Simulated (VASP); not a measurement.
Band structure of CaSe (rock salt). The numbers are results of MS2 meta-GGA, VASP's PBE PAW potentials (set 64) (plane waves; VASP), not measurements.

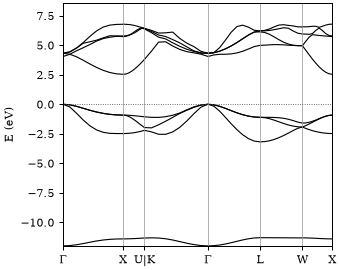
Fig. 1. Bands along high-symmetry lines, zero at the valence-band maximum or, without a gap, the Fermi level

### Question
Read the plot: is there a gap, and where are the band edges?

### Answer
The gap is indirect, 2.54 eV, from the valence maximum at Γ to the conduction minimum at X.

Measured: gap 3.85 eV (computed value off by -1.31 eV), as given by Abedi et al., (2022), arXiv:2211.14644.

The compound is CaSe in the rock salt structure. It was relaxed first.
